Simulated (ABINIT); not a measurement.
# Quasiparticle gap of KCl (Sylvite) in ABINIT, part 2 of 2

Aim: the G0W0 gap of KCl (Sylvite) on PBE, step by step.

ABINIT 10.8.3; PBE and many-body steps on it, plane waves. Known limits of the many-body steps: not at the basis limit.

So far. Step 2 (Ground state): The gap is direct, at Γ. Step 3 (Bands along the symmetry lines): The gap is 5.189 eV, as in the run before at this level.

### 4. Empty states on the mesh, 4×4×4 mesh, 220 bands

Level of this step: DFT, PBE, plane waves, norm-conserving pseudopotentials (ABINIT).

The sums over transitions need many empty states on a uniform mesh; this step solves for them.

run.abi

```
acell 3*1.0 Angstrom
rprim 
  -0.000000000000 3.146470000000 3.146470000000
  3.146470000000 0.000000000000 3.146470000000
  3.146470000000 3.146470000000 -0.000000000000
ntypat 2
znucl 19 17
natom 2
typat 1 2
xred 
  0.000000000000 0.000000000000 0.000000000000
  0.500000000000 0.500000000000 0.500000000000
pp_dirpath "pseudos"
pseudos "K.upf, Cl.upf"
ecut 33
ngkpt 4 4 4
nshiftk 1
shiftk 0 0 0
kptopt 1
chksymbreak 0
irdden 1
istwfk *1
nband 220
prtvol 0
optdriver 6
gwr_task "HDIAGO"
paral_kgb 0
occopt 1
indata_prefix "in"
outdata_prefix "out"
tmpdata_prefix "tmp"
```

The run is started by

```sh
> OMP_NUM_THREADS=1 mpirun -n 4 abinit run.abi > log
```

Numbers of over 12 decimals in the logs are rounded to 6 here.

What it wrote:

```text
[banner, memory and clock lines left out]
.Version 10.8.3 of ABINIT. v10.8.2 released Aug 2026.

 Symmetries : space group Fm -3 m (#225); Bravais cF (face-center cubic)
[... echo of the input left out ...]
== DATASET  1 ==================================================================
-   mpi_nproc: 4, omp_nthreads: 1 (-1 if OMP is not activated)

--- !DatasetInfo
iteration_state: {dtset: 1, }
dimensions: {natom: 2, nkpt: 8, mband: 220, nsppol: 1, nspinor: 1, nspden: 1, mpw: 3839, }
cutoff_energies: {ecut:  33.0, pawecutdg:  -1.0, }
electrons: {nelect:   1.60000000E+01, charge:   0.00000000E+00, occopt:   1.00000000E+00, tsmear:   1.00000000E-02, }

.Using double precision arithmetic; gwpc =  8

- Reading GS density from: in_DEN

--- Pseudopotential description ------------------------------------------------
- K Generated using ONCVPSP code by D. R. Hamann
- 19.00000   9.00000  171031                  znucl, zion, pspdat
12 -101130 2 -1 2222                          pspcod,pspxc,lmax,lloc,mmax
     nproj     2     2     2
  pspatm : epsatm=    8.42413758
         --- l  ekb(1:nproj) -->
             0   10.871123    0.806704
             1    4.379001    0.553647
             2   -3.405842   -1.029115
 pspatm: atomic psp has been read  and splines computed

- Cl Generated using ONCVPSP code by D. R. Hamann
- 17.00000   7.00000  171031                  znucl, zion, pspdat
12 -101130 2 -1 1028                          pspcod,pspxc,lmax,lloc,mmax
     nproj     2     2     2
  pspatm : epsatm=    9.12776517
         --- l  ekb(1:nproj) -->
             0    8.139296    0.698720
             1    3.821713    1.107519
             2   -2.938609   -0.805455
 pspatm: atomic psp has been read  and splines computed

   2.80830444E+02                                ecore*ucvol(ha*bohr**3)

 Total charge density [el/Bohr^3]
)     Maximum=    5.5720E-01  at reduced coord.    0.0667    0.9111    0.9556
)     Minimum=    8.3501E-04  at reduced coord.    0.2444    0.2444    0.2444
   Integrated=    1.6000E+01

 === KS gaps after direct diagonalization ===
 Direct band gap semiconductor
 Fundamental gap:     5.190 (eV)
   VBM:    -0.231 (eV) at k: [ 0.0000E+00,  0.0000E+00,  0.0000E+00]
   CBM:     4.958 (eV) at k: [ 0.0000E+00,  0.0000E+00,  0.0000E+00]
 Direct gap:         5.190 (eV) at k: [ 0.0000E+00,  0.0000E+00,  0.0000E+00]

== END DATASET(S) ==============================================================

 -outvars: echo values of variables after computation  --------
           etotal      0.0000000000E+00
            nband         220
             nkpt           8
          spgroup         225
 [... the other variables as echoed above ...]

 Calculation completed.
```

Run time: 86 s. Hardware: 4 MPI ranks of Arm Neoverse V1, shared host; peak memory 3.4 GiB.

Numbers from this step:

```yaml
gap: 5.190 eV
k_of_the_valence_top: 0, 0, 0
k_of_the_conduction_bottom: 0, 0, 0
least_direct_gap: 5.190 eV
k_points_computed: 8
lowest_point_of_the_top_converged_band_above_the_valence_top: 122.1317 eV
```

On this mesh the gap is 5.190 eV.

### 5. Screening, 4×4×4 mesh, 212 bands, screening to 190.5 eV

The RPA dielectric matrix is built and inverted for each q.

This step: RPA screening on PBE, plane waves, norm-conserving pseudopotentials.

Edit run.abi of step 4 so:

```diff
@@ -20,10 +20,11 @@
 chksymbreak 0
-irdden 1
 istwfk *1
-nband 220
-prtvol 0
-optdriver 6
-gwr_task "HDIAGO"
-paral_kgb 0
 occopt 1
+irdwfk 1
+optdriver 3
+nband 212
+ecuteps 7
+inclvkb 2
+awtr 1
+symchi 1
 indata_prefix "in"
```

What it wrote:

```text
.Version 10.8.3 of ABINIT. v10.8.2 released Aug 2026.

 Symmetries : space group Fm -3 m (#225); Bravais cF (face-center cubic)
[... echo of the input left out ...]
== DATASET  1 ==================================================================
-   mpi_nproc: 4, omp_nthreads: 1 (-1 if OMP is not activated)

--- !DatasetInfo
iteration_state: {dtset: 1, }
dimensions: {natom: 2, nkpt: 8, mband: 212, nsppol: 1, nspinor: 1, nspden: 1, mpw: 3839, }
cutoff_energies: {ecut:  33.0, pawecutdg:  -1.0, }
electrons: {nelect:   1.60000000E+01, charge:   0.00000000E+00, occopt:   1.00000000E+00, tsmear:   1.00000000E-02, }

 SCREENING: Calculation of the susceptibility and dielectric matrices

 Based on a program developped by R.W. Godby, V. Olevano, G. Onida, and L. Reining.
 Incorporated in ABINIT by V. Olevano, G.-M. Rignanese, and M. Torrent.
.Using double precision arithmetic ; gwpc =  8

[... cell and pseudopotentials left out ...]
--------------------------------------------------------------------------------

 ==== K-mesh for the wavefunctions ====
 Number of points in the irreducible wedge :     8
[... list of points left out ...]
 Together with 48 symmetry operations and time-reversal symmetry
 yields    64 points in the full Brillouin Zone.

 ==== Q-mesh for the screening function ====
 Number of points in the irreducible wedge :     8
[... list of points left out ...]
 Together with 48 symmetry operations and time-reversal symmetry
 yields    64 points in the full Brillouin Zone.

 setmesh: FFT mesh size selected  =    32x   32x   32
          total number of points  =        32768

 vcoul_init : cutoff-mode = AUXILIARY_FUNCTION
 q-points for optical limit:   1
     1)      0.000010    0.000020    0.000030

- screening: taking advantage of time-reversal symmetry
- Maximum band index for partially occupied states nbvw = 8
- Remaining bands to be divided among processors   nbcw = 204
- Number of bands treated by each node ~51

 Number of electrons calculated from density =   16.0000; Expected =   16.0000
 average of density, n =  0.038056
 r_s =    1.8443
 omega_plasma =   18.8177 [eV]

 calculating chi0 at frequencies [eV] :
  1    0.000000E+00    0.000000E+00
  2    0.000000E+00    1.881772E+01

--------------------------------------------------------------------------------
  q-point number  1        q = ( 0.000000, 0.000000, 0.000000) [r.l.u.]
--------------------------------------------------------------------------------
[... chi0 elements left out ...]
 For q-point:  0.000010 0.000020 0.000030
  dielectric constant =   2.1776
  dielectric constant without local fields =   2.5855

  Average fulfillment of the sum rule on Im[epsilon] for q-point    1 :     81.09  [%]
[... wings left out ...]
  q-point number  2        q = ( 0.250000, 0.000000, 0.000000) [r.l.u.]
--------------------------------------------------------------------------------
[... chi0 elements left out ...]
  Average fulfillment of the sum rule on Im[epsilon] for q-point    2 :     84.22  [%]

 [... 6 further q-points ...]
```

Elapsed: 56 s, on 4 MPI ranks; peak memory 1.5 GiB.

This step gave:

```yaml
eps_infinity_with_local_fields_on_this_mesh_along_the_program_s_q_direction: 2.178
the_same_without_local_fields: 2.586
plasma_frequency: 18.82 eV
plane_waves_in_the_screening_matrix: 339
```

Local fields lower ε∞ by 16 %.

### 6. Self-energy, 4×4×4 mesh, 212 bands, screening to 190.5 eV

The self-energy is evaluated for the states that the input lists, and the levels follow from it, in one-shot runs by the linearised quasiparticle equation.

This step: G0W0 on PBE, plane waves, norm-conserving pseudopotentials.

Edit run.abi of step 5 so:

```diff
@@ -23,8 +23,15 @@
 irdwfk 1
-optdriver 3
+optdriver 4
 nband 212
+gwcalctyp 0
+ecutsigx 33
+symsigma 1
+nkptgw 1
+kptgw 
+  0.0000000000 0.0000000000 0.0000000000
+bdgw 
+  6 12
 ecuteps 7
-inclvkb 2
-awtr 1
-symchi 1
+irdscr 1
+ppmodel 1
 indata_prefix "in"
```

What it wrote:

```text
.Version 10.8.3 of ABINIT. v10.8.2 released Aug 2026.

 Symmetries : space group Fm -3 m (#225); Bravais cF (face-center cubic)
[... echo of the input left out ...]
== DATASET  1 ==================================================================
-   mpi_nproc: 4, omp_nthreads: 1 (-1 if OMP is not activated)

--- !DatasetInfo
iteration_state: {dtset: 1, }
dimensions: {natom: 2, nkpt: 8, mband: 212, nsppol: 1, nspinor: 1, nspden: 1, mpw: 3839, }
cutoff_energies: {ecut:  33.0, pawecutdg:  -1.0, }
electrons: {nelect:   1.60000000E+01, charge:   0.00000000E+00, occopt:   1.00000000E+00, tsmear:   1.00000000E-02, }

 SIGMA: Calculation of the GW corrections

 Based on a program developped by R.W. Godby, V. Olevano, G. Onida, and L. Reining.
 Incorporated in ABINIT by V. Olevano, G.-M. Rignanese, and M. Torrent.
.Using double precision arithmetic ; gwpc =  8

[... cell and pseudopotentials left out ...]
--------------------------------------------------------------------------------

 ==== K-mesh for the wavefunctions ====
 Number of points in the irreducible wedge :     8
[... list of points left out ...]
 Together with 48 symmetry operations and time-reversal symmetry
 yields    64 points in the full Brillouin Zone.

 ==== Q-mesh for screening function ====
 Number of points in the irreducible wedge :     8
[... list of points left out ...]
 Together with 48 symmetry operations and time-reversal symmetry
 yields    64 points in the full Brillouin Zone.

 vcoul_init : cutoff-mode = AUXILIARY_FUNCTION
 q-points for optical limit:   1
     1)      0.000010    0.000020    0.000030
 setmesh: FFT mesh size selected  =    45x   45x   45
          total number of points  =        91125

 Number of electrons calculated from density =   16.0000; Expected =   16.0000
 average of density, n =  0.038056
 r_s =    1.8443
 omega_plasma =   18.8177 [eV]

 === KS Band Gaps ===
  >>>> For spin  1
   Minimum direct gap =   5.1895 [eV], located at k-point      :   0.0000  0.0000  0.0000
   Fundamental gap    =   5.1895 [eV], Top of valence bands at :   0.0000  0.0000  0.0000
                                       Bottom of conduction at :   0.0000  0.0000  0.0000
 SIGMA fundamental parameters:
 PLASMON POLE MODEL  1
 number of plane-waves for SigmaX                 3839
 number of plane-waves for SigmaC and W            339
 number of plane-waves for wavefunctions          3839
 number of bands                                   212
 number of independent spin polarizations            1
 number of spinorial components                      1
 number of k-points in IBZ                           8
 number of q-points in IBZ                           8
 number of symmetry operations                      48
 number of k-points in BZ                           64
 number of q-points in BZ                           64
 number of frequencies for dSigma/dE                 9
 frequency step for dSigma/dE [eV]                0.25
 number of omega for Sigma on real axis              0
 max omega for Sigma on real axis  [eV]           0.00
 zcut for avoiding poles [eV]                     0.10

 EPSILON^-1 parameters (SCR file):
 dimension of the eps^-1 matrix on file            339
 dimension of the eps^-1 matrix used               339
 number of plane-waves for wavefunctions          3839
 number of bands                                   212
 number of q-points in IBZ                           8
 number of frequencies                               2
 number of real frequencies                          1
 number of imag frequencies                          1

 matrix elements of self-energy operator (all in [eV])

 Perturbative Calculation

--- !SelfEnergy_ee
iteration_state: {dtset: 1, }
kpoint     : [   0.000,    0.000,    0.000, ]
spin       : 1
KS_gap     :    5.190
QP_gap     :    8.119
Delta_QP_KS:    2.929
data: !SigmaeeData |
     Band     E0 <VxcDFT>   SigX SigC(E0)      Z dSigC/dE  Sig(E)    E-E0       E
        6  -0.231 -14.148 -18.664   1.751   0.808  -0.238 -16.381  -2.234  -2.465
        7  -0.231 -14.148 -18.664   1.751   0.808  -0.238 -16.381  -2.234  -2.465
        8  -0.231 -14.148 -18.664   1.751   0.808  -0.238 -16.381  -2.234  -2.465
        9   4.958  -6.955  -3.245  -2.913   0.873  -0.146  -6.259   0.695   5.654
       10   8.135  -8.956  -4.051  -3.044   0.868  -0.153  -7.341   1.615   9.750
       11   8.135  -8.956  -4.051  -3.044   0.868  -0.153  -7.341   1.615   9.750
       12   8.135  -8.956  -4.051  -3.044   0.868  -0.153  -7.341   1.615   9.750

== END DATASET(S) ==============================================================
================================================================================

 -outvars: echo values of variables after computation  --------
           etotal      0.0000000000E+00
            nband         212
             nkpt           8
          spgroup         225
 [... the other variables as echoed above ...]

 Calculation completed.
```

Wall time 19 s (4 MPI ranks); peak memory 1.5 GiB; 76 s of CPU time.

This step gave:

| Item | Value |
| --- | --- |
| G0W0 gap on the points computed | 8.119 eV |
| starting gap on the mesh | 5.190 eV |
| k of the valence top | 0, 0, 0 |
| k of the conduction bottom | 0, 0, 0 |
| Z at the valence top | 0.808 |
| Z at the conduction bottom | 0.873 |
| least direct G0W0 gap on the computed points | 8.119 eV |

The gap on the mesh goes from 5.19 eV to 8.12 eV, a correction of +2.93 eV.

Limits: finite bands, cutoff and mesh. v1 is the top filled band, c1 the lowest empty one. Levels before and after the correction, in eV, zero at the valence-band top of each column:

|  | conduction bottom | valence top |
| --- | --- | --- |
| Kohn-Sham | 5.19 | 0.00 |
| G0W0 | 8.12 | 0.00 |

```csv
,level,energy (eV)
Kohn-Sham,Γ v3-v1,0.000
Kohn-Sham,Γ c1,5.190
Kohn-Sham,Γ c2-c4,8.367
G0W0,Γ v3-v1,0.000
G0W0,Γ c1,8.119
G0W0,Γ c2-c4,12.215
```

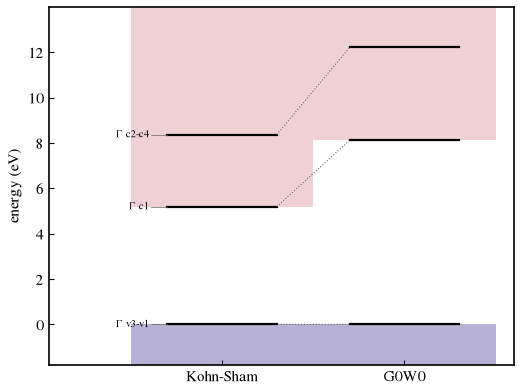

Levels before and after the correction. Shaded: valence and conduction bands.

### 7. Where the time went

Times are wall times on 4 MPI ranks of Arm Neoverse V1, shared host, good to a factor of about two.

```
                          step  time  share  memory (GiB)
                  ground state  11 s    6 %          0.32
bands along the symmetry lines  21 s   11 %           0.3
      empty states on the mesh  86 s   45 %           3.4
                     screening  56 s   29 %           1.5
                   self-energy  19 s   10 %           1.5
```

### 8. What came out

```
PBE gap              : 5.19 eV, direct
G0W0 gap on the mesh : 8.12 eV
GW settings          : 4×4×4 mesh, 212 bands, screening to 190.5 eV, Godby-Needs plasmon pole
known limits         : not at the basis limit
```

What this shows: G0W0 moves the gap on the mesh from 5.19 eV to 8.12 eV (+2.93 eV), with Z of 0.81 and 0.87 at the edges. Local fields lower the RPA ε∞ on this mesh from 2.59 to 2.18. Only 1 of the mesh's irreducible points was corrected, so a valley elsewhere could overtake. The dearest step here is «empty states on the mesh». Bands and cutoff are finite, so the gap is not at the basis limit. The miss can reach some tenths of an eV and take either sign; the mesh is an error of its own. In the G0W0 run levels were corrected at 1 k point alone, so a gap called «on the mesh» is the least over those, and an edge elsewhere would be missed.

[Paths, hosts, dates, memory and timing lines, banners, echoed tables and standing remarks are left out of the program output.]

[Logs are printed without paths, hosts, clocks, repeated set-up lines and the standing remarks that a program may print on its own settings, such as how far it seeks lower states.]

[Runs of the session that timed out or met a known fault of the program may be left out.]

[Hosts, paths, dates, database ids (printed as entryN), source tags and the programs' standing remarks are cut or masked in the printed files.]

[G0W0 gaps are taken among the corrected bands and points alone; a level outside them can change the order at an edge.]

[Where Ansatz stands beside ABINIT at settings called matched, ABINIT's density can come from a denser mesh and the files from another edition; pairs whose starting gaps differed by over 0.03 eV were left out, so agreement reads better than it is.]
